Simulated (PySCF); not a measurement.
# C5H7NSi: the cost of one run

The runs use PySCF 2.14.0, with density-fitted response routines of our own; the level of theory stands in each step. All values are computed, except where a source is named. Atoms count from 0, in the outputs and in this text.

### Step 1. Starting geometry

14 atoms, charge 0, multiplicity 1; geometry from: GFN2-xTB.

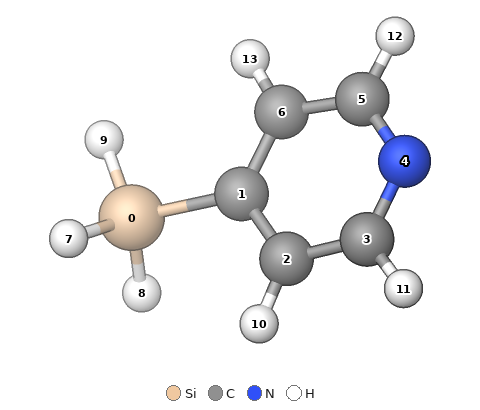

As it starts; silicon light orange, carbon grey, nitrogen blue, hydrogen white, atoms numbered; sticks join atoms by distance.

### Step 2. Relaxing the molecule at PBE0-D3(BJ)/def2-SVP

Job settings and geometry (Å):

```
{"job": {"xc": "PBE0", "basis": "def2-SVP", "d3": "d3bj", "grid": 1, "kind": "geom"}, "charge": 0, "multiplicity": 1}
Si     2.271171     0.126233     0.115329
C      0.386633     0.009127     0.018400
C     -0.405123     1.154536     0.055943
C     -1.782417     1.034263    -0.019568
N     -2.406647    -0.126862    -0.127737
C     -1.665391    -1.220997    -0.162186
C     -0.281658    -1.206862    -0.092916
H      2.633805     0.681647     1.421106
H      2.735360     1.013946    -0.952933
H      2.825332    -1.217269    -0.051194
H      0.050662     2.130157     0.142481
H     -2.422363     1.907310     0.007057
H     -2.211784    -2.151897    -0.250277
H      0.271744    -2.133803    -0.125672
```

Run with:

```bash
OMP_NUM_THREADS=1 python probes_run.py task.json out
```

The driver reads the jobs from task.json and runs them one after another.

Q: Estimate the wall time and peak memory of this first job on 1 thread of Arm Neoverse V2, shared host.

About 21 s, with a peak of 0.53 GiB.
